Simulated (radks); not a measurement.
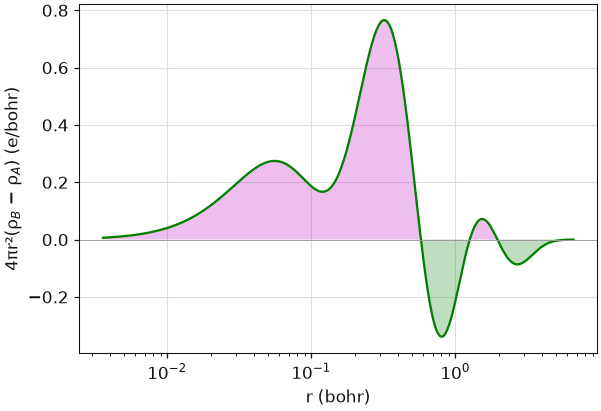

The silicon ion Si²⁺ in [Ne] 3s2 was computed by two methods: Slater X-alpha with alpha = 0.558; Slater X-alpha with alpha = 0.935. Both runs are non-relativistic, spin-polarised and spherical. Computed with the in-house radial solver radks.

The plot shows the radial density of run B less that of run A; on the logarithmic r axis, areas aren't charges.

A is Slater X-alpha with alpha = 0.558 and B is Slater X-alpha with alpha = 0.935.

Q: How do the two densities differ?

Answer: B holds 0.27 electrons more than A where the difference is positive (most at r = 0.32 bohr) and as many fewer where it is negative (most at r = 0.80 bohr), out of 12 electrons.
